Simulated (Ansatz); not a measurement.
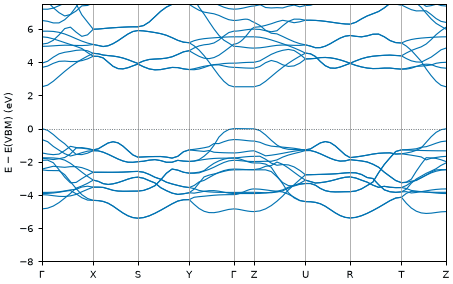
Band structure from DFT-r²SCAN in the program Ansatz with PAW potentials

Read off the gap and where the band edges lie.

About 2.5 eV (2.52 eV by a search for the band edges); maximum at Γ, minimum at Γ.

The material is HfBrN in space group Pmmn (No. 59; Hf on 2b, Br on 2a, N on 2a).

The first step of the workflow began from a Materials Project structure, measured or hypothetical; the Crystallography Open Database files this formula in space group No. 59, but the cells were not matched. Its standing as an ambient phase is unchecked. The r²SCAN relaxation kept the symmetry of its start; its stability against distortions is not shown here. No spin polarisation was allowed. A crystal of weakly bound layers computed without a dispersion correction: the cell and the soft elastic constants depend strongly on that. Scalar-relativistic: spin–orbit coupling is off unless named, which matters more the heavier the elements.

Potentials: the later of the program's two PAW sets.
